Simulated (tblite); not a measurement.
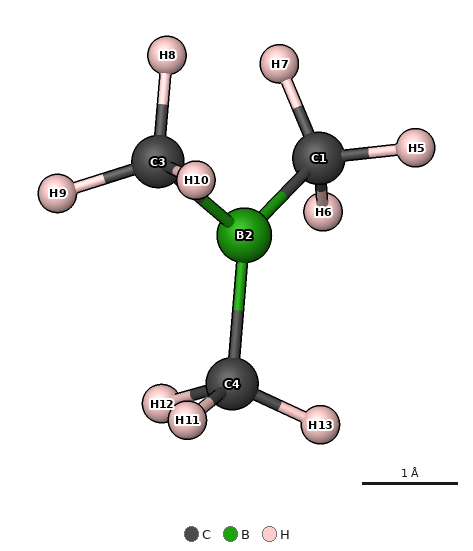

*The input geometry (ball-and-stick view, seen at a tilt; atoms are numbered from 1 in the order of the input).*

Bond lengths as drawn: B–C 1.53 to 1.65 Å and C–H 1.04 to 1.15 Å.

## Run report: C₃H₉B, geometry relaxation

- system: C₃H₉B (trimethylborane)
- method: GFN2-xTB geometry optimisation, gas phase (tblite 0.8.0)

The program's output:
```
step      E/eV     max force
  0    -332.33855    2.830
  1    -332.60390    0.989
  2    -332.65399    0.524
  3    -332.68415    0.389
  4    -332.69460    0.297
  5    -332.69981    0.204
  6    -332.70420    0.184
  7    -332.70737    0.172
  8    -332.70934    0.108
  9    -332.71046    0.082
 10    -332.71121    0.076
 11    -332.71185    0.102
 12    -332.71239    0.084
 13    -332.71277    0.052
 14    -332.71310    0.051
 15    -332.71356    0.078
 16    -332.71423    0.105
 17    -332.71500    0.106
 18    -332.71559    0.082
 19    -332.71594    0.060
 20    -332.71613    0.040
 21    -332.71623    0.020
 22    -332.71626    0.016
 23    -332.71629    0.015
 24    -332.71631    0.016
 25    -332.71635    0.016
 26    -332.71637    0.013
 27    -332.71638    0.011
 28    -332.71639    0.010
 29    -332.71640    0.011
 30    -332.71643    0.018
 31    -332.71647    0.023
 32    -332.71652    0.019
 33    -332.71657    0.022
 34    -332.71661    0.026
 35    -332.71666    0.026
 36    -332.71674    0.027
 37    -332.71684    0.026
 38    -332.71694    0.032
 39    -332.71703    0.038
 40    -332.71715    0.043
 41    -332.71730    0.042
 42    -332.71746    0.036
 43    -332.71756    0.019
 44    -332.71761    0.017
 45    -332.71766    0.020
 46    -332.71772    0.023
 47    -332.71781    0.032
 48    -332.71780    0.043
 49    -332.71799    0.027
 50    -332.71809    0.030
 51    -332.71797    0.118
 52    -332.71851    0.045
 53    -332.71861    0.031
 54    -332.71866    0.057
 55    -332.71876    0.016
 56    -332.71880    0.013
 57    -332.71889    0.011
 58    -332.71891    0.012
 59    -332.71894    0.010
 60    -332.71895    0.005
 61    -332.71896    0.004
 62    -332.71896    0.005
 63    -332.71896    0.005
 64    -332.71897    0.005
 65    -332.71897    0.005
 66    -332.71898    0.005
 67    -332.71898    0.006
 68    -332.71898    0.006
 69    -332.71899    0.006
 70    -332.71899    0.005
 71    -332.71900    0.005
 72    -332.71900    0.007
 73    -332.71901    0.009
 74    -332.71902    0.012
 75    -332.71904    0.012
 76    -332.71907    0.020
 77    -332.71912    0.028
 78    -332.71921    0.031
 79    -332.71933    0.029
 80    -332.71938    0.021
 81    -332.71943    0.040
 82    -332.71953    0.018
 83    -332.71965    0.024
 84    -332.71977    0.018
 85    -332.71982    0.016
 86    -332.71982    0.044
 87    -332.71988    0.019
 88    -332.71992    0.014
 89    -332.71995    0.018
 90    -332.71999    0.023
 91    -332.72002    0.014
 92    -332.72004    0.015
 93    -332.72006    0.008
 94    -332.72007    0.009
 95    -332.72007    0.008
 96    -332.72008    0.006
 97    -332.72008    0.006
 98    -332.72008    0.006
 99    -332.72009    0.005
100    -332.72009    0.005
101    -332.72009    0.004
```

Trajectory as extended XYZ (Å, eV, eV/Å), 12 frames, from step=0 to step=101:
```
13
Properties=species:S:1:pos:R:3:forces:R:3 step=0 energy=-332.33855
C    -0.7521    1.7119    0.1357   -1.8320  -0.4670  -0.2170
B     0.5059    0.8920   -0.1623    1.8420  -0.8690   1.1790
C     1.7454    0.8622    0.9244   -1.7050   0.4870   0.3140
C     0.6208   -0.0772   -1.3906    0.5960  -1.7700   2.1260
H    -0.6529    2.6761   -0.3507   -0.2130   0.1930   0.0380
H    -1.6737    1.1985   -0.3047    1.0010   0.8630   0.5230
H    -0.9439    1.8707    1.2038    0.0400   0.1020  -0.3690
H     1.4581    1.5071    1.8122    0.5410  -1.0170  -0.7560
H     1.9601   -0.1845    1.2310   -0.0310   0.9340  -0.0990
H     2.6197    1.3150    0.4896    0.3750  -0.1190  -0.0760
H     1.6658   -0.4377   -1.5000   -0.7620   0.1030  -0.2260
H    -0.0186   -0.9955   -1.1108    0.8230   1.2980  -0.7920
H     0.2911    0.3941   -2.2534   -0.6750   0.2630  -1.6450
13
Properties=species:S:1:pos:R:3:forces:R:3 step=9 energy=-332.71046
C    -0.7795    1.7006    0.1353    0.0450  -0.0150  -0.0130
B     0.5322    0.8554   -0.1043   -0.0050  -0.0210   0.0200
C     1.7156    0.8941    0.9381    0.0010  -0.0350  -0.0100
C     0.6453   -0.0954   -1.3597   -0.0330   0.0270   0.0110
H    -0.6747    2.6757   -0.3419    0.0220  -0.0070   0.0030
H    -1.6662    1.2432   -0.2971   -0.0250   0.0130   0.0070
H    -0.9684    1.8936    1.1897   -0.0380   0.0020  -0.0340
H     1.5009    1.4685    1.8372    0.0650   0.0080  -0.0490
H     1.9679   -0.1212    1.2441    0.0250   0.0180   0.0320
H     2.6239    1.2950    0.4853   -0.0620   0.0130   0.0430
H     1.6508   -0.4677   -1.5454   -0.0410   0.0220  -0.0240
H     0.0096   -0.9626   -1.1798    0.0110  -0.0560  -0.0020
H     0.2682    0.3534   -2.2771    0.0360   0.0310   0.0170
13
Properties=species:S:1:pos:R:3:forces:R:3 step=18 energy=-332.71559
C    -0.7819    1.6952    0.1336    0.0310  -0.0290   0.0110
B     0.5191    0.8255   -0.0806    0.0490   0.0590  -0.0300
C     1.7180    0.8852    0.9462   -0.0110   0.0010  -0.0010
C     0.6355   -0.1001   -1.3548   -0.0010   0.0090   0.0110
H    -0.6444    2.6649   -0.3486    0.0200  -0.0350   0.0180
H    -1.6720    1.2562   -0.3116   -0.0030   0.0040  -0.0120
H    -0.9923    1.9001    1.1809   -0.0120   0.0120   0.0010
H     1.5186    1.4810    1.8341    0.0040  -0.0100  -0.0070
H     1.9980   -0.1165    1.2732   -0.0040   0.0290  -0.0050
H     2.6091    1.2979    0.4702   -0.0520  -0.0220   0.0010
H     1.6437   -0.4539   -1.5570    0.0030   0.0080   0.0030
H     0.0147   -0.9834   -1.2043   -0.0170  -0.0160  -0.0150
H     0.2595    0.3803   -2.2569   -0.0080  -0.0090   0.0260
13
Properties=species:S:1:pos:R:3:forces:R:3 step=27 energy=-332.71638
C    -0.7801    1.6907    0.1354    0.0000  -0.0020   0.0000
B     0.5199    0.8237   -0.0784    0.0020   0.0020  -0.0020
C     1.7161    0.8862    0.9478    0.0020   0.0000  -0.0010
C     0.6340   -0.1009   -1.3529    0.0000   0.0000   0.0010
H    -0.6298    2.6582   -0.3462   -0.0010   0.0000   0.0040
H    -1.6691    1.2576   -0.3179   -0.0030   0.0080  -0.0070
H    -0.9983    1.9003    1.1801   -0.0010  -0.0060   0.0010
H     1.5200    1.4842    1.8344   -0.0020   0.0010  -0.0040
H     1.9998   -0.1129    1.2766    0.0040   0.0010   0.0010
H     2.6019    1.2979    0.4640    0.0030  -0.0010   0.0040
H     1.6430   -0.4502   -1.5590   -0.0010   0.0000  -0.0020
H     0.0142   -0.9866   -1.2093    0.0000  -0.0010   0.0030
H     0.2541    0.3842   -2.2503   -0.0020  -0.0020   0.0010
13
Properties=species:S:1:pos:R:3:forces:R:3 step=36 energy=-332.71674
C    -0.7792    1.6872    0.1344    0.0170   0.0040   0.0010
B     0.5211    0.8211   -0.0808    0.0210   0.0100   0.0140
C     1.7175    0.8912    0.9463    0.0080  -0.0050   0.0040
C     0.6321   -0.1044   -1.3539   -0.0030   0.0090   0.0040
H    -0.6099    2.6633   -0.3224   -0.0110   0.0210   0.0050
H    -1.6663    1.2753   -0.3403   -0.0050  -0.0090  -0.0160
H    -1.0099    1.8757    1.1803    0.0010  -0.0010   0.0100
H     1.5158    1.4927    1.8298    0.0040  -0.0060  -0.0130
H     2.0014   -0.1061    1.2815   -0.0050   0.0100  -0.0030
H     2.6068    1.3017    0.4667   -0.0250  -0.0060   0.0000
H     1.6397   -0.4511   -1.5695    0.0050   0.0000   0.0040
H     0.0162   -0.9904   -1.1994   -0.0050  -0.0220  -0.0050
H     0.2406    0.3764   -2.2485   -0.0010  -0.0040  -0.0050
13
Properties=species:S:1:pos:R:3:forces:R:3 step=45 energy=-332.71766
C    -0.7716    1.6908    0.1301    0.0030   0.0000  -0.0010
B     0.5257    0.8210   -0.0875    0.0070   0.0040   0.0080
C     1.7186    0.8998    0.9431    0.0050  -0.0010  -0.0020
C     0.6253   -0.1164   -1.3532    0.0040   0.0050   0.0000
H    -0.5814    2.6963   -0.2484    0.0000  -0.0010   0.0060
H    -1.6426    1.3173   -0.4030   -0.0180   0.0080   0.0010
H    -1.0362    1.8085    1.1789   -0.0100  -0.0010  -0.0060
H     1.5091    1.5120    1.8173    0.0100  -0.0070  -0.0050
H     2.0036   -0.0918    1.2932   -0.0050   0.0050  -0.0120
H     2.6083    1.3086    0.4639   -0.0110  -0.0090  -0.0060
H     1.6325   -0.4522   -1.5866    0.0130   0.0010   0.0100
H     0.0256   -1.0104   -1.1791   -0.0020  -0.0070   0.0100
H     0.2087    0.3491   -2.2446    0.0040   0.0020  -0.0030
13
Properties=species:S:1:pos:R:3:forces:R:3 step=55 energy=-332.71876
C    -0.7726    1.6989    0.1236   -0.0070   0.0080   0.0120
B     0.5231    0.8268   -0.0950   -0.0090   0.0020  -0.0020
C     1.7189    0.9100    0.9309   -0.0040   0.0010  -0.0090
C     0.6245   -0.1303   -1.3448   -0.0050  -0.0020  -0.0030
H    -0.5500    2.7350   -0.1351    0.0030  -0.0060   0.0000
H    -1.6232    1.3968   -0.4832    0.0110  -0.0030  -0.0030
H    -1.0884    1.7150    1.1650   -0.0110   0.0040   0.0050
H     1.5205    1.5316    1.8009    0.0060  -0.0040  -0.0060
H     1.9985   -0.0811    1.2865    0.0060   0.0080  -0.0020
H     2.6061    1.3077    0.4384    0.0070  -0.0040   0.0110
H     1.6357   -0.4492   -1.5864    0.0030   0.0050   0.0110
H     0.0495   -1.0337   -1.1375   -0.0030  -0.0030  -0.0060
H     0.1831    0.3054   -2.2390    0.0020  -0.0050  -0.0080
13
Properties=species:S:1:pos:R:3:forces:R:3 step=64 energy=-332.71897
C    -0.7750    1.7005    0.1251   -0.0010   0.0020   0.0010
B     0.5201    0.8274   -0.0947    0.0000   0.0010   0.0020
C     1.7196    0.9109    0.9273    0.0000   0.0010   0.0000
C     0.6234   -0.1319   -1.3429    0.0000   0.0000   0.0000
H    -0.5460    2.7384   -0.1206   -0.0020  -0.0040   0.0010
H    -1.6204    1.4066   -0.4927    0.0040   0.0020   0.0010
H    -1.1007    1.7070    1.1638    0.0010  -0.0020  -0.0020
H     1.5252    1.5331    1.7976    0.0010   0.0000  -0.0020
H     1.9993   -0.0801    1.2829    0.0000   0.0020  -0.0010
H     2.6075    1.3061    0.4339   -0.0020   0.0000   0.0010
H     1.6372   -0.4464   -1.5792    0.0020  -0.0040   0.0010
H     0.0519   -1.0376   -1.1357   -0.0030  -0.0010  -0.0010
H     0.1835    0.2985   -2.2405    0.0010   0.0030  -0.0010
13
Properties=species:S:1:pos:R:3:forces:R:3 step=73 energy=-332.71901
C    -0.7737    1.7019    0.1240    0.0000  -0.0040  -0.0020
B     0.5207    0.8282   -0.0974   -0.0010   0.0000   0.0030
C     1.7209    0.9160    0.9237   -0.0010  -0.0010  -0.0010
C     0.6214   -0.1372   -1.3411    0.0020  -0.0010   0.0020
H    -0.5377    2.7460   -0.0843    0.0000   0.0040   0.0030
H    -1.6104    1.4304   -0.5150   -0.0030  -0.0030  -0.0060
H    -1.1163    1.6763    1.1570    0.0030   0.0020   0.0040
H     1.5260    1.5415    1.7915    0.0030  -0.0010  -0.0030
H     2.0007   -0.0736    1.2831    0.0010   0.0020   0.0000
H     2.6088    1.3095    0.4289   -0.0040   0.0000   0.0010
H     1.6346   -0.4529   -1.5782    0.0050   0.0010  -0.0020
H     0.0516   -1.0426   -1.1285   -0.0090   0.0010   0.0010
H     0.1790    0.2893   -2.2394    0.0030   0.0000  -0.0010
13
Properties=species:S:1:pos:R:3:forces:R:3 step=82 energy=-332.71953
C    -0.7750    1.6951    0.1249   -0.0050   0.0060   0.0090
B     0.5227    0.8274   -0.0998   -0.0030   0.0140   0.0110
C     1.7295    0.9343    0.9117    0.0020   0.0020  -0.0030
C     0.6167   -0.1505   -1.3335    0.0050   0.0010   0.0070
H    -0.5350    2.7518    0.0037    0.0000  -0.0020   0.0000
H    -1.5902    1.4682   -0.5580    0.0010  -0.0010   0.0010
H    -1.1512    1.5947    1.1421   -0.0030   0.0020  -0.0040
H     1.5383    1.5671    1.7752   -0.0050  -0.0030  -0.0070
H     2.0254   -0.0479    1.2784   -0.0020   0.0050  -0.0090
H     2.6062    1.3338    0.4019    0.0060  -0.0030   0.0040
H     1.6191   -0.5232   -1.5296   -0.0030  -0.0150  -0.0070
H    -0.0179   -1.0168   -1.1432    0.0060  -0.0100  -0.0090
H     0.2369    0.2986   -2.2495    0.0020   0.0040   0.0060
13
Properties=species:S:1:pos:R:3:forces:R:3 step=91 energy=-332.72002
C    -0.7781    1.6861    0.1296    0.0000   0.0030   0.0070
B     0.5245    0.8255   -0.0983    0.0020   0.0060  -0.0020
C     1.7424    0.9587    0.8958    0.0010   0.0000   0.0020
C     0.6100   -0.1674   -1.3210   -0.0010  -0.0120  -0.0070
H    -0.5388    2.7491    0.0967   -0.0040  -0.0080   0.0000
H    -1.5681    1.5044   -0.5951    0.0010   0.0030   0.0000
H    -1.1916    1.5098    1.1223    0.0040   0.0020  -0.0050
H     1.5521    1.5970    1.7552    0.0010   0.0020   0.0010
H     2.0568   -0.0158    1.2671   -0.0010  -0.0030   0.0000
H     2.6077    1.3651    0.3720   -0.0040   0.0010   0.0000
H     1.5885   -0.6193   -1.4651    0.0000   0.0050   0.0020
H    -0.1043   -0.9797   -1.1820    0.0010   0.0080  -0.0060
H     0.3246    0.3193   -2.2529    0.0000  -0.0070   0.0100
13
Properties=species:S:1:pos:R:3:forces:R:3 step=101 energy=-332.72009
C    -0.7802    1.6811    0.1327    0.0000  -0.0010   0.0000
B     0.5250    0.8248   -0.0974   -0.0010   0.0010  -0.0030
C     1.7482    0.9690    0.8887   -0.0020   0.0000   0.0000
C     0.6072   -0.1746   -1.3153   -0.0020  -0.0010  -0.0020
H    -0.5455    2.7452    0.1304    0.0010  -0.0010   0.0010
H    -1.5618    1.5145   -0.6048    0.0010   0.0000   0.0020
H    -1.2043    1.4772    1.1155    0.0010   0.0000  -0.0010
H     1.5598    1.6091    1.7472    0.0000   0.0010   0.0000
H     2.0713   -0.0024    1.2606    0.0010   0.0000   0.0010
H     2.6068    1.3798    0.3573   -0.0010  -0.0010   0.0000
H     1.5709   -0.6651   -1.4299   -0.0030   0.0020   0.0000
H    -0.1465   -0.9547   -1.2078    0.0030  -0.0010   0.0010
H     0.3749    0.3287   -2.2530    0.0030   0.0000   0.0010
```

This output came from the following input.

Input file:
```
{"job": {"xc": "GFN2-xTB", "basis": "xTB", "kind": "relax"}, "charge": 0, "multiplicity": 1}
C     -0.752100     1.711900     0.135700
B      0.505900     0.892000    -0.162300
C      1.745400     0.862200     0.924400
C      0.620800    -0.077200    -1.390600
H     -0.652900     2.676100    -0.350700
H     -1.673700     1.198500    -0.304700
H     -0.943900     1.870700     1.203800
H      1.458100     1.507100     1.812200
H      1.960100    -0.184500     1.231000
H      2.619700     1.315000     0.489600
H      1.665800    -0.437700    -1.500000
H     -0.018600    -0.995500    -1.110800
H      0.291100     0.394100    -2.253400
```

The first line tells a small driver script what to run in tblite; the rest is the geometry in Å.

Run as:
```bash
OMP_NUM_THREADS=1 python <driver script> task.json out
```

Summary:

```json
{"quantity": "outcome", "value": "converged"}
{"quantity": "total energy", "value": "−332.7201 eV"}
{"quantity": "hardware", "value": "1 CPU thread, shared host"}
{"quantity": "peak memory", "value": "0.17 GiB"}
```
